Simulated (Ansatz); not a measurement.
# GeHSi₃ (SMILES [Si]1=[Si]2[SiH][Ge]=12) (doublet): what the fields show

```csv
atom,x (Å),y (Å),z (Å)
Ge,-2.0052,-0.3408,0.9854
Si,-3.9687,-1.5925,0.5502
Si,-2.5367,-1.5499,-1.2066
Si,-0.6285,-0.3200,-0.9569
H,0.7055,-1.0209,-0.9556
```

Geometry: PBE0-D3(BJ)/def2-SVP.

Computed with Ansatz, isolated molecule in a Gaussian basis; Kohn-Sham density functional theory, functional PBE0.

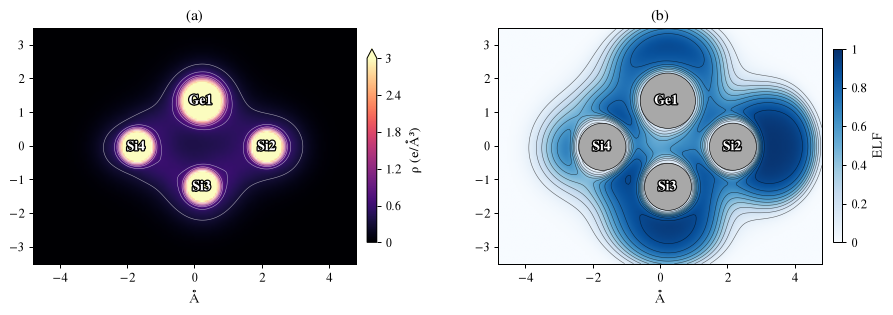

Figure 1. (a) electron density; (b) ELF on the plane of atoms Si2, Si3 and Si4. Grey discs cover the atomic cores in the ELF map.

**Interpret the plot.**

Atoms in the plane: Ge and Si.
Si–Si (2.27 Å): the density is about 0.57 e/Å³ at the midpoint; the ELF peaks at about 0.80 between the atoms (a shared electron pair).
Si–Ge (2.37 Å): ρ is about 0.51 e/Å³ halfway; the ELF peaks at about 0.75 in the valence shell of Si, 1.1 Å from its nucleus, and is about 0.70 at the midpoint.
Si–Ge (2.56 Å): the density is about 0.4 e/Å³ at the midpoint; the ELF peaks at about 0.60 in the valence shell of Si, 1.1 Å from its nucleus, and is about 0.55 at the midpoint.
The ELF also peaks beside Si3 and Si2, away from the bonds: non-bonding electrons, paired or unpaired.

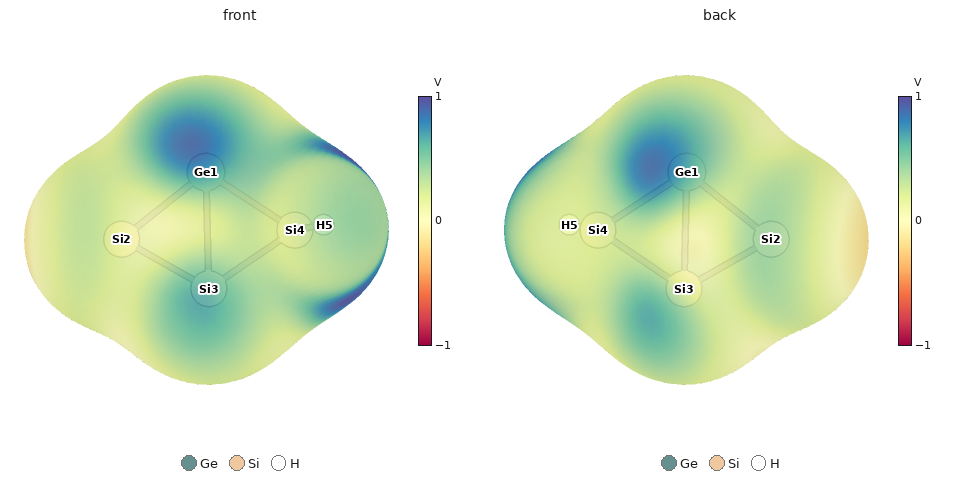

Figure 2. The electrostatic potential painted on the density surface at 0.002 e/bohr³, seen from the front and from behind; red is negative and blue positive.

**Which sites attract a positive test charge, and which a negative one?**

A positive charge is drawn to the negative regions and a negative charge to the positive ones. The most negative region (about −0.2 V) lies over Si2, the most positive (about +1.0 V) over Si4.

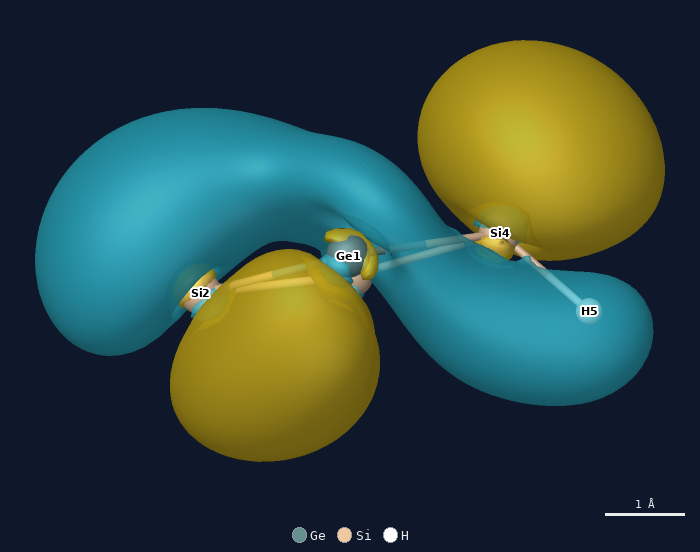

Figure 3. One frontier orbital at ±0.05 Å⁻³ᐟ² (yellow and cyan are the two phases), seen from one side.

**Which orbital is it: HOMO (α) or LUMO (α)?**

The HOMO (α), at −6.04 eV. It lies mainly on Si4 (about 40 %), Si2 (about 35 %), Si3 (about 10 %) and Ge1 (about 10 %).
